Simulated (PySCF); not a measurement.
# SiNH2F2 (SMILES [NH][SiH](F)F) at UB2PLYP/cc-pVDZ

What is the vertical ionisation energy of SiNH2F2 at UB2PLYP/cc-pVDZ? 

The calculation is run with PySCF 2.14.0.

**1. The structure to begin with**

The species is SiNH2F2 (6 atoms), meant as a doublet with charge 0. SMILES: `[NH][SiH](F)F`. The shape is that of a PBE0-D4/def2-TZVP optimisation. This is one conformer, not always the lowest.

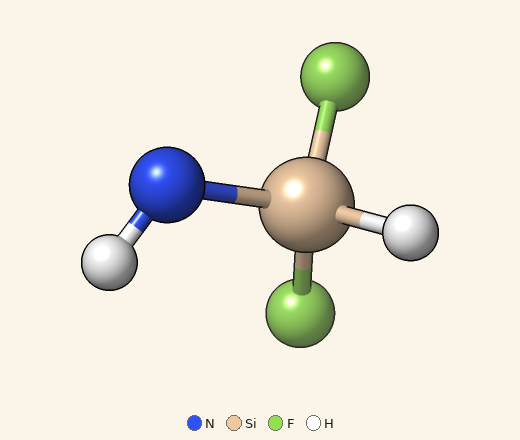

Viewed from a chosen angle; nitrogen blue, silicon light orange, fluorine green, hydrogen white.

**2. A single-point energy at UB2PLYP/cc-pVDZ**

The input, input.xyz:

```xyz
6

N     -0.025400     1.001700    -0.903700
Si     0.188000    -0.244900     0.273000
F      1.578700    -0.941400    -0.004700
F     -0.908600    -1.390200     0.207400
H     -0.977800     1.156700    -1.236500
H      0.187200     0.354100     1.618300
```

The input, input.py:

```python
from pyscf import gto, dft, mp

mol = gto.M(
    atom='input.xyz',
    basis='cc-pvdz',
    charge=0,
    max_memory=1860,
    spin=1,
    verbose=3,
)

calc0 = dft.UKS(mol, xc='0.53*HF + 0.47*B88, 0.73*LYP')
calc0.grids.level = 3
calc0.conv_tol = 1e-10
calc0.kernel()
if not calc0.converged:
    calc0 = calc0.newton().run(calc0.mo_coeff, calc0.mo_occ)

pt = mp.MP2(calc0, frozen=8).run()
energy = calc0.e_tot + 0.27 * pt.e_corr
print('PT2 part  %.8f' % (0.27 * pt.e_corr))
print('E = %.10f Eh' % energy)
```

Started as:

```sh
OMP_NUM_THREADS=1 python input.py
```

Log:

```text
WARN: HOMO -0.279712395832803 >= LUMO -0.279712395832802

converged SCF energy = -544.680907368031  <S^2> = 0.75411287  2S+1 = 2.0041086
E(UMP2) = -545.396570409448  E_corr = -0.715663041416609
E(SCS-UMP2) = -545.377080460782  E_corr = -0.69617309275089
PT2 part  -0.19322902
E = -544.8741363892 Eh
```

Run time: 11 s. Hardware: 1 thread of Arm Neoverse V2, shared host; peak memory 0.33 GiB.

**3. The singlet cation**

The input, mol.xyz:

```xyz
6

N     -0.025400     1.001700    -0.903700
Si     0.188000    -0.244900     0.273000
F      1.578700    -0.941400    -0.004700
F     -0.908600    -1.390200     0.207400
H     -0.977800     1.156700    -1.236500
H      0.187200     0.354100     1.618300
```

The input, calc.py:

```python
from pyscf import gto, dft, mp

system = gto.M(
    atom='mol.xyz',
    basis='cc-pvdz',
    charge=1,
    max_memory=1860,
    verbose=3,
)

myscf = dft.RKS(system, xc='0.53*HF + 0.47*B88, 0.73*LYP')
myscf.grids.level = 3
myscf.conv_tol = 1e-10
myscf.kernel()
if not myscf.converged:
    myscf = myscf.newton().run(myscf.mo_coeff, myscf.mo_occ)

pt = mp.MP2(myscf, frozen=8).run()
e_tot = myscf.e_tot + 0.27 * pt.e_corr
print('PT2 part  %.8f' % (0.27 * pt.e_corr))
print('E(%s) = %.9f' % ('B2PLYP', e_tot))
```

Started as:

```sh
OMP_NUM_THREADS=1 python calc.py
```

Log:

```text
converged SCF energy = -544.225019762817
E(RMP2) = -544.945254127602  E_corr = -0.720234364785331
E(SCS-RMP2) = -544.931220217514  E_corr = -0.706200454696697
PT2 part  -0.19446328
E(B2PLYP) = -544.419483041
```

It took 6.6 s on 1 thread of Arm Neoverse V2, shared host; peak memory 0.32 GiB.

**4. Outcome**

At UB2PLYP/cc-pVDZ, 8 core orbitals frozen:

```
                                                                 quantity          value
                                            doublet SiNH2F2: total energy  -544.87414 Eh
                                doublet SiNH2F2: dipole moment (SCF part)         2.05 D
doublet SiNH2F2: HOMO energy (SCF part's orbitals) (highest over α and β)      -10.02 eV
 doublet SiNH2F2: LUMO energy (SCF part's orbitals) (lowest over α and β)       -1.87 eV
                                                    doublet SiNH2F2: ⟨S²⟩          0.754
                                             singlet cation: total energy  -544.41948 Eh
                        singlet cation: HOMO energy (SCF part's orbitals)      -18.96 eV
                        singlet cation: LUMO energy (SCF part's orbitals)      -13.28 eV
                      singlet cation: HOMO–LUMO gap (SCF part's orbitals)        5.68 eV
                       vertical ionisation energy (to the singlet cation)      12.372 eV
```

The vertical ionisation energy comes to 12.37 eV (1194 kJ/mol). Only the singlet of the ionised species was computed; a triplet could lie lower. Mulliken charges (singlet cation) run from -0.27 on F4 to +0.98 on Si2.
